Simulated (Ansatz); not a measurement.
# ClFH3InO2 (built from SMILES Cl.[OH][In]([OH])[F]): search for a transition state

Aim: find the saddle point of a four-centre ligand exchange that is to form In1–Cl6, F2–H5 and break In1–F2, H5–Cl6, prove it by its vibrations, and relax downhill on both sides to see what it joins.

The runs use Ansatz 0.2.0, Gaussian basis; PBE0-D4, def2-SVP first, then def2-TZVP.

## 1. Starting geometry

The guess: 8 atoms, charge 0, spin multiplicity 1.

Atoms are counted from 1 here; the program's logs count them from 0.

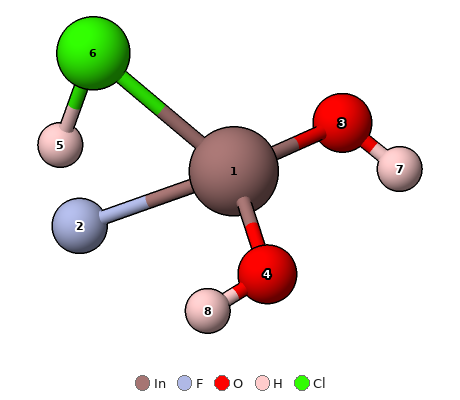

Start geometry, drawn with indium brown, fluorine light blue, oxygen red, hydrogen pink, chlorine green; atoms are numbered from 1 in the order of the file.

Geometry (Å):

| atom | x (Å) | y (Å) | z (Å) |
| --- | --- | --- | --- |
| In1 | 0.1480 | 0.1749 | -0.2641 |
| F2 | -1.3499 | -0.4397 | 1.4403 |
| O3 | -0.5336 | 1.2214 | -1.7365 |
| O4 | 1.1674 | -1.4186 | -0.6743 |
| H5 | -0.6581 | 0.4130 | 1.9155 |
| Cl6 | 0.5251 | 1.3752 | 1.7981 |
| H7 | -0.4842 | 0.7022 | -2.5413 |
| H8 | 1.1854 | -2.0284 | 0.0623 |

Distances that are to change: In1–Cl6 2.42 Å, F2–H5 1.20 Å, In1–F2 2.35 Å, H5–Cl6 1.53 Å.

## 2. Relaxing the guess with the reacting distances held

Contents of hold/in.yaml:

```yaml
crystal:
  periodic: [false, false, false]
  atoms:
    - {symbol: In, position_ang: [0.148000, 0.174900, -0.264100]}
    - {symbol: F, position_ang: [-1.349900, -0.439700, 1.440300]}
    - {symbol: O, position_ang: [-0.533600, 1.221400, -1.736500]}
    - {symbol: O, position_ang: [1.167400, -1.418600, -0.674300]}
    - {symbol: H, position_ang: [-0.658100, 0.413000, 1.915500]}
    - {symbol: Cl, position_ang: [0.525100, 1.375200, 1.798100]}
    - {symbol: H, position_ang: [-0.484200, 0.702200, -2.541300]}
    - {symbol: H, position_ang: [1.185400, -2.028400, 0.062300]}
basis:
  gaussian: {orbitals: def2-SVP}
hamiltonian: {xc: pbe0, dispersion: d4}
relax: {f_tol: 0.04, max_steps: 150, escape_saddle: false, constraints: [{distance: [0, 5]}, {distance: [1, 4]}, {distance: [0, 1]}, {distance: [4, 5]}]}
```

The run is started by

```
$ ansatz run in.yaml --threads 8 --pin off --events-out ev --progress --plain --max-ram 19148MiB
```

Log, cut to the lines that bear on the results:

```text
Functional definition: PBE0
  name "PBE0"
  cite "Adamo & Barone, J. Chem. Phys. 110, 6158 (1999) doi:10.1063/1.478522"
  cite "Perdew, Burke & Ernzerhof, Phys. Rev. Lett. 77, 3865 (1996) doi:10.1103/PhysRevLett.77.3865"
  parent pbe
[...]
1124 factors; integrals over basis functions are off by at most 2.3e-4 eV
[...]
mean field -24537.43356102 eV, -901.7340512978 hartree, gradient 1.7e-5 eV, S^2 0.000000; 0 other end points of the search recorded, 0 dependent functions left out
[...]
reference -24537.43359996 eV, -901.7340527288 hartree; 33, 33 occupied and 68, 68 virtual orbitals, 1124 factors
relax step   1: F+E_penalty+E_count = -24537.57114285 eV  Δ(F+E_penalty+E_count) = +0.000e0 eV  max|allowed force component| = 9.034e-1 eV/Å  Δτ_max = 0.0000 Å  (29 SCF iters, accepted)
[...]
relax step   7: F+E_penalty+E_count = -24537.53421761 eV  Δ(F+E_penalty+E_count) = +1.466e-1 eV  max|allowed force component| = 2.887e0 eV/Å  Δτ_max = 0.1907 Å  (38 SCF iters, rejected (line search))
[...]
relax step   8: F+E_penalty+E_count = -24537.68116071 eV  Δ(F+E_penalty+E_count) = -3.377e-4 eV  max|allowed force component| = 2.777e-3 eV/Å  Δτ_max = 0.0152 Å  (33 SCF iters, accepted)
  distance In 0 - Cl 5 held at 2.415697 Å   reaction = -8.8273e-1 eV/Å
  distance F 1 - H 4 held at 1.196453 Å   reaction = +1.6093e0 eV/Å
  distance In 0 - F 1 held at 2.350833 Å   reaction = +7.8659e-1 eV/Å
  distance H 4 - Cl 5 held at 1.529567 Å   reaction = -9.1653e-1 eV/Å
1124 factors; integrals over basis functions are off by at most 2.3e-4 eV
mean field -24537.54371779 eV, -901.7380994842 hartree, gradient 1.2e-5 eV, S^2 0.000000; 1 other end points of the search recorded, 0 dependent functions left out
[...]
reference -24537.54375668 eV, -901.7381009136 hartree; 33, 33 occupied and 68, 68 virtual orbitals, 1124 factors
Total energy: -24537.68119961 eV, -901.7431518480 hartree
Atom 0 at     0.188924     0.080651    -0.335240 Å, force    -0.681776    -0.590878    -0.199355 eV/Å
Atom 1 at    -1.420277    -0.370332     1.318090 Å, force     1.537564     1.221227     0.115605 eV/Å
Atom 2 at    -0.580007     1.317108    -1.669827 Å, force     0.000659    -0.002148     0.002777 eV/Å
Atom 3 at     1.249963    -1.572829    -0.573229 Å, force    -0.000122    -0.000245    -0.002340 eV/Å
Atom 4 at    -0.677800     0.424727     1.816196 Å, force    -1.754656    -1.585244    -0.611107 eV/Å
Atom 5 at     0.580980     1.288304     1.719866 Å, force     0.897472     0.957761     0.692994 eV/Å
Atom 6 at    -0.677554     0.892607    -2.530928 Å, force    -0.000843     0.000864    -0.000565 eV/Å
Atom 7 at     1.335870    -2.060236     0.255073 Å, force     0.001702    -0.001338     0.001990 eV/Å
Dipole moment:     0.198605    -0.156163    -0.064666 e Å
```

Wall time 17 s (8 threads of Oxide Virtual Turin-like, shared host); peak memory 0.25 GiB.

Relaxation path: (the energy doesn't fall at every step)

| step | energy from step 1 (eV) | largest force component (eV/Å) |
| --- | --- | --- |
| 1 | 0.0000 | 0.9034 |
| 2 | -0.0935 | 0.1057 |
| 3 | -0.1050 | 0.1612 |
| 4 | -0.1084 | 0.1127 |
| 5 | -0.1084 | 0.2478 |
| 6 | -0.1097 | 0.1349 |
| 7 | 0.0369 | 2.8868 |
| 8 | -0.1100 | 0.0028 |

Close pairs (by a distance rule), those that changed most:

| bond | before (Å) | after (Å) | change (Å) |
| --- | --- | --- | --- |
| In1–O3 | 1.931 | 1.975 | +0.044 |
| In1–O4 | 1.936 | 1.979 | +0.043 |
| O4–H8 | 0.956 | 0.965 | +0.008 |
| O3–H7 | 0.959 | 0.965 | +0.006 |
| In1–F2 | 2.351 | 2.351 | +0.000 |
| In1–Cl6 | 2.416 | 2.416 | +0.000 |
| H5–Cl6 | 1.530 | 1.530 | +0.000 |

## 3. Force constants to start from

Contents of hessian/in.yaml:

```yaml
crystal:
  periodic: [false, false, false]
  atoms:
    - {symbol: In, position_ang: [0.188924, 0.080651, -0.335240]}
    - {symbol: F, position_ang: [-1.420277, -0.370332, 1.318090]}
    - {symbol: O, position_ang: [-0.580007, 1.317108, -1.669827]}
    - {symbol: O, position_ang: [1.249963, -1.572829, -0.573229]}
    - {symbol: H, position_ang: [-0.677800, 0.424727, 1.816196]}
    - {symbol: Cl, position_ang: [0.580980, 1.288304, 1.719866]}
    - {symbol: H, position_ang: [-0.677554, 0.892607, -2.530928]}
    - {symbol: H, position_ang: [1.335870, -2.060236, 0.255073]}
basis:
  gaussian: {orbitals: def2-SVP}
hamiltonian: {xc: pbe0, dispersion: d4}
phonons: {}
scf: {lower_state_search: off}
```

The run is started by

```
$ ansatz run in.yaml --threads 8 --pin off --events-out ev --progress --plain --max-ram 19148MiB
```

Log, cut to the lines that bear on the results:

```text
[... 5 set-up lines as earlier in the session ...]
[...]
1124 factors; integrals over basis functions are off by at most 2.3e-4 eV
[...]
mean field -24537.54371912 eV, -901.7380995331 hartree, gradient 5.5e-6 eV, S^2 0.000000; 0 other end points of the search recorded, 0 dependent functions left out
[...]
reference -24537.54375786 eV, -901.7381009569 hartree; 33, 33 occupied and 68, 68 virtual orbitals, 1124 factors
[... from here to the last solve, the lines of the solves are left out (47 solves) ...]
1124 factors; integrals over basis functions are off by at most 2.3e-4 eV
mean field -24537.54359317 eV, -901.7380949045 hartree, gradient 1.1e-6 eV, S^2 0.000000; 0 other end points of the search recorded, 0 dependent functions left out
[...]
WARN: phonons: modes at or below zero, which the zero-point energy, F, S and C_V leave out: 1, the lowest at -374.27 cm⁻¹. A minimum has none, and a first-order saddle one
[...]
Atom 0 at     0.188924     0.080651    -0.335240 Å, force    -0.681613    -0.590876    -0.199396 eV/Å
Atom 1 at    -1.420277    -0.370332     1.318090 Å, force     1.537618     1.221213     0.115620 eV/Å
Atom 2 at    -0.580007     1.317108    -1.669827 Å, force     0.000582    -0.002139     0.002697 eV/Å
Atom 3 at     1.249963    -1.572829    -0.573229 Å, force    -0.000214    -0.000293    -0.002320 eV/Å
Atom 4 at    -0.677800     0.424727     1.816196 Å, force    -1.754617    -1.585247    -0.611106 eV/Å
Atom 5 at     0.580980     1.288304     1.719866 Å, force     0.897383     0.957785     0.693081 eV/Å
Atom 6 at    -0.677554     0.892607    -2.530928 Å, force    -0.000828     0.000881    -0.000555 eV/Å
Atom 7 at     1.335870    -2.060236     0.255073 Å, force     0.001689    -0.001324     0.001980 eV/Å
Dipole moment:     0.198605    -0.156163    -0.064666 e Å
Vibrations: -374.27 60.25 106.91 117.20 145.68 172.77 184.73 298.82 479.44 601.60 651.09 704.96 841.13 852.98 999.91 1479.35 3885.00 3888.82 cm⁻¹, zero-point energy 0.959058 eV
Checks for a lower state left out: stability, starts, cluster_reference, orbital_swaps, neighbouring_geometries, increment
```

It took 58 s on 8 threads of Oxide Virtual Turin-like, shared host; peak memory 0.22 GiB.

The structure is not stationary yet, so these wavenumbers are no spectrum; the search needs only the force constants.

## 4. Saddle search in the small basis

A small driver takes partitioned rational-function steps: uphill along one mode, downhill along the rest. It calls the program once a step for energy and forces and updates the Hessian by Bofill's formula. It stops when the largest force is under 0.04 eV/Å and the followed curvature is negative. The first step's input:

Contents of presaddle/in.yaml:

```yaml
crystal:
  periodic: [false, false, false]
  atoms:
    - {symbol: In, position_ang: [0.188924, 0.080651, -0.335240]}
    - {symbol: F, position_ang: [-1.420277, -0.370332, 1.318090]}
    - {symbol: O, position_ang: [-0.580007, 1.317108, -1.669827]}
    - {symbol: O, position_ang: [1.249963, -1.572829, -0.573229]}
    - {symbol: H, position_ang: [-0.677800, 0.424727, 1.816196]}
    - {symbol: Cl, position_ang: [0.580980, 1.288304, 1.719866]}
    - {symbol: H, position_ang: [-0.677554, 0.892607, -2.530928]}
    - {symbol: H, position_ang: [1.335870, -2.060236, 0.255073]}
basis:
  gaussian: {orbitals: def2-SVP}
hamiltonian: {xc: pbe0, dispersion: d4}
output: {forces: true}
scf: {lower_state_search: off}
```

The run is started by

```
$ ansatz run in.yaml --threads 8 --pin off --events-out ev --progress --plain --max-ram 19148MiB
```

The driver's record:

| step | energy (eV) | largest force (eV/Å) | followed curvature (eV/Å²) |
| --- | --- | --- | --- |
| 1 | -24537.68112 | 1.7546 | -4.08 |
| 2 | -24537.71827 | 0.8664 | -3.87 |
| 3 | -24537.58515 | 2.5593 | -4.48 |
| 4 | -24537.65834 | 0.8022 | -4.11 |
| 5 | -24537.61325 | 0.6425 | -2.33 |
| 6 | -24537.60554 | 0.7327 | -1.04 |
| 7 | -24537.62597 | 0.5429 | -2.36 |
| 8 | -24537.64383 | 0.5619 | -1.89 |
| 9 | -24537.63750 | 0.4229 | -1.58 |
| 10 | -24537.61191 | 0.4389 | -0.93 |
| 11 | -24537.61212 | 0.3903 | -0.89 |
| 14 | -24537.55766 | 0.5451 | 0.69 |
| 17 | -24537.48940 | 0.5859 | -0.97 |
| 20 | -24537.48556 | 0.7079 | -0.11 |
| 23 | -24537.53204 | 0.5570 | -0.68 |
| 26 | -24537.56311 | 0.3050 | -0.35 |
| 29 | -24537.49492 | 0.7889 | -0.19 |
| 32 | -24537.54158 | 0.2544 | -0.38 |
| 35 | -24537.54294 | 0.8169 | 0.09 |
| 38 | -24537.44855 | 0.6010 | -0.60 |
| 41 | -24537.44603 | 0.1914 | -0.02 |
| 44 | -24537.41234 | 0.1990 | -0.45 |
| 47 | -24537.38768 | 0.3217 | -0.15 |
| 50 | -24537.38323 | 0.2678 | -0.80 |
| 53 | -24537.39293 | 0.2024 | -0.57 |
| 54 | -24537.37273 | 0.5488 | -0.40 |
| 55 | -24537.37145 | 0.6969 | -0.28 |
| 56 | -24537.35180 | 0.7264 | 0.18 |
| 57 | -24537.32558 | 0.7417 | 0.22 |
| 58 | -24537.29135 | 0.8396 | 0.17 |
| 59 | -24537.26855 | 0.6254 | 0.15 |
| 60 | -24537.21687 | 0.8017 | 0.02 |

The 60 steps took 91 s in all (8 threads of Oxide Virtual Turin-like, shared host).

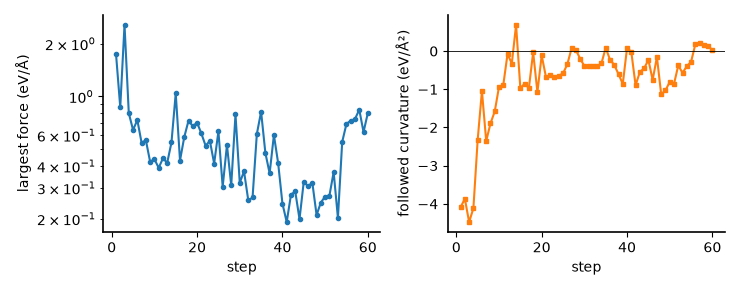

Largest force and followed curvature during the search.

## 5. Results

| quantity | value |
| --- | --- |
| search | not converged after 60 steps |
| last largest force | 0.802 eV/Å |
| last followed curvature | 0.02 eV/Å² |

No saddle point was found from this guess, so no barrier can be given. The followed curvature is not negative at the end: the search has lost the reaction mode.
